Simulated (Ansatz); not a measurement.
**Run report: WH2OF4, frequency calculation**

WH2OF4, computed with RHF/def2-SVP (Ansatz 0.2.0).

It belongs to a series of runs on one base structure; here: vibrations at the highest image of the band. Figures and captions count atoms from 1; the log counts them from 0 in places.

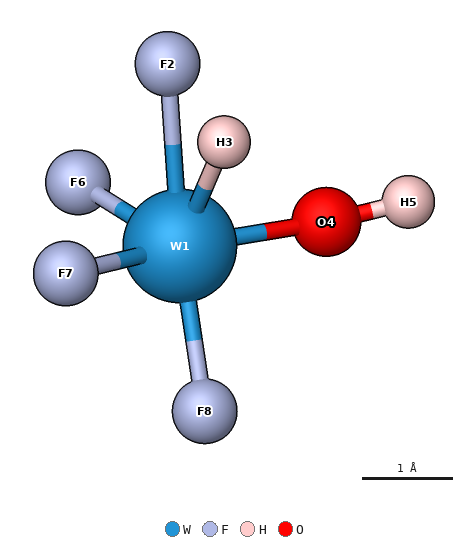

*The input geometry (ball-and-stick view, seen at a tilt; atoms are numbered from 1 in the order of the input). Sticks mark near contacts.*

Bond lengths as drawn: F–W 1.85 to 2.09 Å, H–O 0.94 Å, H–W 1.70 Å and O–W 1.81 Å.

The input
```yaml
crystal:
  periodic: [false, false, false]
  atoms:
    - { symbol: W, position_ang: [-0.12447, -0.042688, -0.216884] }
    - { symbol: F, position_ang: [0.368768, 0.143794, 1.804913] }
    - { symbol: H, position_ang: [1.174243, 0.223616, 0.839627] }
    - { symbol: O, position_ang: [-0.140768, 1.76302, -0.397314] }
    - { symbol: H, position_ang: [0.148889, 2.6618, -0.411156] }
    - { symbol: F, position_ang: [-1.714788, -0.359196, 0.682706] }
    - { symbol: F, position_ang: [0.546436, -1.760545, -0.135088] }
    - { symbol: F, position_ang: [-0.083011, -0.262702, -2.067304] }
basis:
  gaussian: { orbitals: def2-SVP }
hamiltonian:
  xc: hf
phonons: {}
```

Machine: 2 threads of Arm Neoverse V2, 24 GiB of memory available, shared host.

Command:
```bash
ansatz run input.yaml --threads 2 --pin off --max-ram 3072MiB --backend cpu --events-out ev --progress --plain --runs-dir out
```

What the program printed
```
Engine: ansatz 0.2.0, aarch64-unknown-linux-gnu
Functional definition: HF
  exchange = exact_x
  correlation = 0
1156 factors; integrals over basis functions are off by at most 3.7e-4 eV
mean field evaluation 1: about -14679.1114 eV, gradient 7.2e1 eV
mean field evaluation 2: about -14679.3290 eV, gradient 7.2e1 eV
mean field evaluation 4: about -14689.7422 eV, gradient 4.6e0 eV
mean field evaluation 8: about -14689.9560 eV, gradient 1.2e0 eV
mean field -14689.97209533 eV, -539.8465172826 hartree, gradient 3.2e-5 eV, S^2 0.000000; 0 other end points of the search recorded, 0 dependent functions left out
the calculation of the forces begins
reference -14689.97209533 eV, -539.8465172826 hartree; 30, 30 occupied and 82, 82 virtual orbitals, 1156 factors
these checks for a lower state are left out or cut short: stability, starts, cluster_reference, orbital_swaps, neighbouring_geometries, increment
1156 factors; integrals over basis functions are off by at most 3.7e-4 eV
mean field evaluation 16: about -14689.5745 eV, gradient 2.9e0 eV
mean field -14689.97189911 eV, -539.8465100716 hartree, gradient 4.3e-6 eV, S^2 0.000000; 0 other end points of the search recorded, 0 dependent functions left out
[... from here on the field's lines of each further geometry are left out, up to the last ...]
the calculation of the forces begins
reference -14689.97199584 eV, -539.8465136266 hartree; 30, 30 occupied and 82, 82 virtual orbitals, 1156 factors
these checks for a lower state are left out or cut short: stability, starts, cluster_reference, orbital_swaps, neighbouring_geometries, increment
1156 factors; integrals over basis functions are off by at most 3.7e-4 eV
mean field -14689.97199670 eV, -539.8465136579 hartree, gradient 4.3e-6 eV, S^2 0.000000; 0 other end points of the search recorded, 0 dependent functions left out
the calculation of the forces begins
reference -14689.97199670 eV, -539.8465136579 hartree; 30, 30 occupied and 82, 82 virtual orbitals, 1156 factors
WARN: phonons: modes at or below zero, which the zero-point energy, F, S and C_V leave out: 1, the lowest at -1675.61 cm⁻¹. A minimum has none, and a first-order saddle one
Total energy: -14689.97209533 eV, -539.8465172826 hartree
Atom 0 at    -0.124470    -0.042688    -0.216884 Å, force    -0.013588     0.000085     0.000161 eV/Å
Atom 1 at     0.368768     0.143794     1.804913 Å, force    -0.002523     0.008610    -0.003703 eV/Å
Atom 2 at     1.174243     0.223616     0.839627 Å, force     0.008029    -0.007973     0.001919 eV/Å
Atom 3 at    -0.140768     1.763020    -0.397314 Å, force     0.025894    -0.008988     0.004255 eV/Å
Atom 4 at     0.148889     2.661800    -0.411156 Å, force    -0.019193     0.004295    -0.000908 eV/Å
Atom 5 at    -1.714788    -0.359196     0.682706 Å, force     0.000938     0.000416    -0.001935 eV/Å
Atom 6 at     0.546436    -1.760545    -0.135088 Å, force     0.000575     0.000889     0.000218 eV/Å
Atom 7 at    -0.083011    -0.262702    -2.067304 Å, force    -0.000132     0.002666    -0.000008 eV/Å
Dipole moment:     0.407176     0.856411    -0.273101 e Å
Vibrations: -1675.61 115.26 138.31 191.98 216.91 227.63 316.81 333.64 430.76 541.72 572.16 691.53 736.77 753.85 857.06 1034.62 2152.25 4221.10 cm⁻¹, zero-point energy 0.838900 eV
```

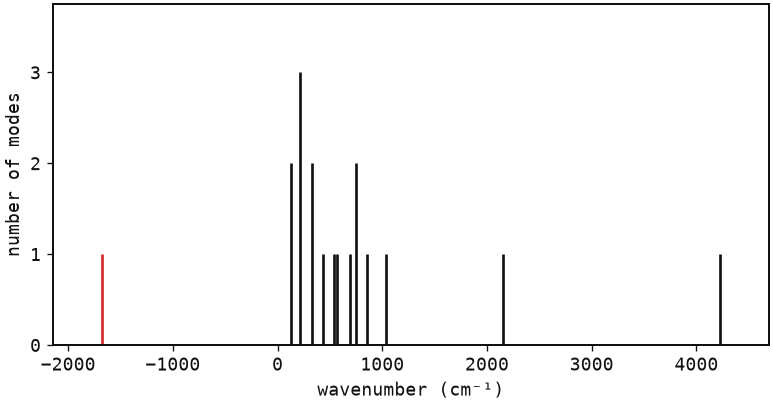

*Harmonic vibrational wavenumbers from the force constants; neighbouring modes closer than 27 cm⁻¹ are counted in one stick, and imaginary ones are drawn at negative wavenumbers.*

18 modes from 1676i to 4221 cm⁻¹, 1 imaginary beyond 8i (1676i cm⁻¹): a first-order saddle point, if the geometry is stationary.

Key numbers

- outcome: converged
- total energy: −14689.9721 eV
- mean-field energy: −14689.9721 eV
- largest force (length of the vector): 0.028 eV/Å
- wall time: 65 s (CPU time 2.1 min)
- peak memory: 0.24 GiB
